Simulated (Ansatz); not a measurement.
## C2F5 (pentafluoroethyl): methods side by side

The species is C2F5 (7 atoms), meant as a doublet with charge 0. SMILES: `F[C](F)C(F)(F)F`. The coordinates come from a PBE0-D4/def2-TZVP relaxation.

Quantity: the electronic atomisation energy, in eV. The values are calculated. Electronic energies at fixed atoms, without zero-point motion or spin-orbit coupling.

```
            level                    kind  program  value (eV)  less CCSD(T)/cc-pVDZ
      UHF/cc-pVDZ            Hartree–Fock   Ansatz       17.87                 -7.90
   USVWN5/cc-pVDZ                     LDA   Ansatz       36.46                +10.69
 U-revPBE/cc-pVDZ                     GGA   Ansatz       28.91                 +3.14
    UBLYP/cc-pVDZ                     GGA   Ansatz       29.14                 +3.37
 U-r2SCAN/cc-pVDZ                meta-GGA   Ansatz       29.03                 +3.26
   UB3LYP/cc-pVDZ           global hybrid   Ansatz       28.26                 +2.49
   UHSE06/cc-pVDZ  range-separated hybrid   Ansatz       28.86                 +3.09
UPBE-QIDH/cc-pVDZ           double hybrid   Ansatz       27.50                 +1.73
 UCCSD(T)/cc-pVDZ   coupled cluster or CI   Ansatz       25.77                  0.00
```

Differences are taken from UCCSD(T)/cc-pVDZ for orientation; it has basis-set and higher-order errors of its own. The values span 17.87 to 36.46 eV.

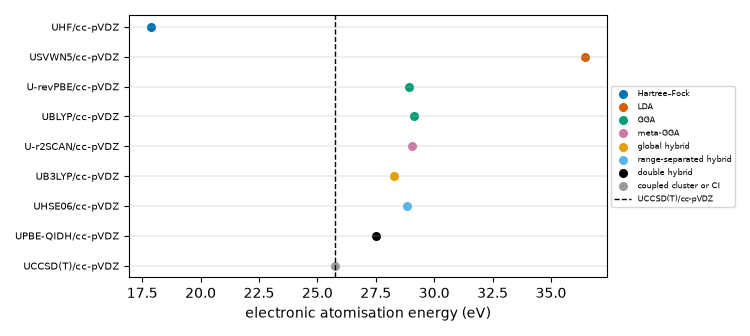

The values of the table, level by level.
